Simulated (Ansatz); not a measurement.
**Al: structures and their energies**

33 relaxations of Al ended in 14 distinct structures. Level of theory: r2SCAN (plane waves to 500 eV, PAW, scalar-relativistic; Ansatz, a quantum-chemistry and plane-wave program).

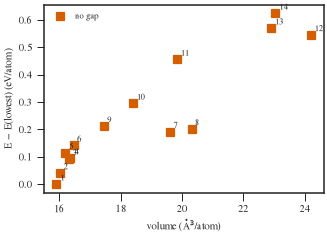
Figure. Energy against volume of the distinct structures, numbered as in the table

| # | space group | Pearson | type | E − E(lowest) (eV/atom) | V (Å³/atom) | coordination | runs ending here |
|---|---|---|---|---|---|---|---|
| 1 | Fm-3m | cF4 | fcc (Cu type) | 0.00 | 15.91 | Al 12 (cuboctahedral) | 5 |
| 2 | P6₃/mmc | hP2 | hcp (Mg type) | 0.04 | 16.01 | Al 12 (anticuboctahedral) | 12 |
| 3 | Pm-3n | cP8 | – | 0.09 | 16.31 | – | 2 |
| 4 | I4/mmm | tI2 | AFLOW prototype A_tI2_139_a (A_a) | 0.10 | 16.36 | – | 1 |
| 5 | Im-3m | cI2 | bcc (W type) | 0.11 | 16.20 | Al 8 (cubic)+6 | 4 |
| 6 | P6/mmm | hP3 | – | 0.14 | 16.46 | – | 1 |
| 7 | Fm-3m | cF12 | – | 0.19 | 19.60 | – | 1 |
| 8 | Pbca (nearly Cmce) | oP8 | – | 0.20 | 20.32 | – | 1 |
| 9 | P4₃2₁2 | tP12 | – | 0.21 | 17.44 | – | 1 |
| 10 | Cmmm (nearly P6/mmm) | oS2 | – | 0.29 | 18.40 | – | 1 |
| 11 | Pm-3m | cP1 | AFLOW prototype A_cP1_221_a (A_h) | 0.46 | 19.83 | – | 1 |
| 12 | P6/mmm | hP2 | – | 0.54 | 24.19 | – | 1 |
| 13 | P6₃/mmc | hP4 | – | 0.57 | 22.90 | – | 1 |
| 14 | Im-3m | cI6 | – | 0.62 | 23.04 | – | 1 |

Coordination numbers (neighbours up to the widest gap in distance over summed covalent radii, below 1.35; n+m marks a second, longer set). All are gapless at this level. Fm-3m, cF4, fcc (Cu type) is the lowest among the structures calculated here.

```cif
data_Al4
_chemical_formula_sum 'Al4'
_space_group_name_H-M_alt 'Fm-3m'
_space_group_IT_number 225
_space_group_name_Hall '-F 4 2 3'
_cell_length_a 3.99250
_cell_length_b 3.99250
_cell_length_c 3.99250
_cell_angle_alpha 90.000
_cell_angle_beta 90.000
_cell_angle_gamma 90.000
loop_
_atom_site_label
_atom_site_type_symbol
_atom_site_symmetry_multiplicity
_atom_site_Wyckoff_symbol
_atom_site_fract_x
_atom_site_fract_y
_atom_site_fract_z
_atom_site_occupancy
Al1 Al 4 b 0.50000 0.50000 0.50000 1
```
(The calculation used a cell of 1 atom; values per cell refer to that cell.)

Probably no minimum, since a slightly shaken restart fell lower: P6/mmm, hP3 (by 0.14 eV/atom, to Fm-3m); P6₃/mmc, hP4 (by 0.37 eV/atom, to Pbca). 1 run with a doubtful electronic state, a coarser numerical grid, an end not at rest or a source that can't be used is left out. Each run could gain symmetry but not lose that of its start, so entries can be saddle points. From databases, or of a type measured for this composition: Fm-3m, cF4, fcc (Cu type); the others are generated cells (placed on structure types, drawn at random, substituted or restacked) that were not matched to a known phase here. Static energies at zero pressure. The runs use different k-meshes, so differences are rounded accordingly. No spin polarisation in the result.
